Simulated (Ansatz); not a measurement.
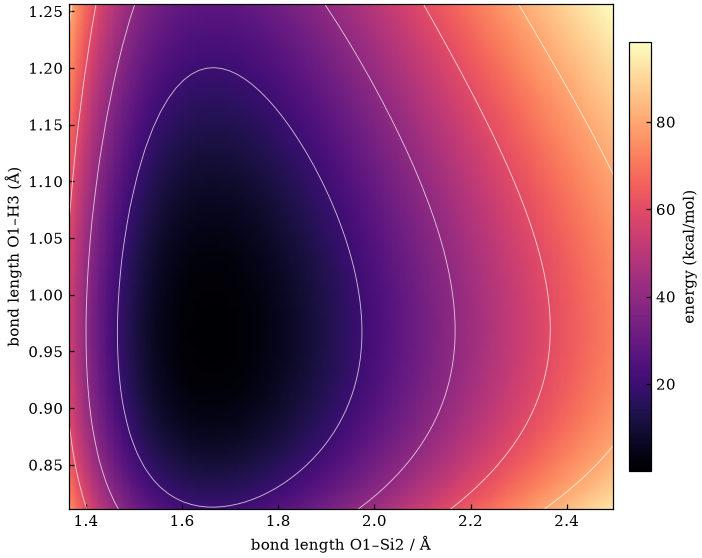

Energy landscape of H2OSi, SMILES O[SiH]. 
- First axis: bond length O1–Si2. Second axis: bond length O1–H3.
- Nothing is relaxed (all other coordinates rigid).
- Grid: 15 × 15 points.
- Points are written as (first, second).
- All energies are given in kcal/mol relative to the relaxed molecule at the same level.
- The restricted reference is unstable at some or all points, so the energies there are unreliable.
- Level of theory: RHF-MP2, frozen core/def2-TZVP (Ansatz 0.2.0).

In the figure: a smooth colour map with a few white contour lines. Between grid points the surface is interpolated. 

**What does the map say about the system?**

The lowest grid point is at (1.688 Å, 0.970 Å), 0.20 kcal/mol from the relaxed molecule at the same level. No other kind of well shows on this grid. The highest grid point, (2.496 Å, 1.256 Å), lies 98 kcal/mol above the lowest. Round the minimum the two coordinates are nearly uncoupled.

The input of one point:

```yaml
crystal:
  periodic: [false, false, false]
  atoms:
    - { symbol: O, position_ang: [0.062405, -0.765527, 0.217436] }
    - { symbol: Si, position_ang: [0.231409, 0.889397, -0.068936] }
    - { symbol: H, position_ang: [0.744044, -1.120356, 0.809351] }
    - { symbol: H, position_ang: [-0.974666, 0.981973, -0.983747] }
basis:
  gaussian: { orbitals: def2-TZVP }
hamiltonian:
  xc: hf
output:
  forces: true
correlation:
  method: mp2
```

Each point was launched as `ansatz run input.yaml --threads 1 --pin off --max-ram 2560MiB --backend cpu --events-out ev --progress --plain --runs-dir out`. The whole map (225 points run) took 2.8 min on 1 thread of Intel(R) Xeon(R) 6975P-C (Granite Rapids), with other jobs on the host.
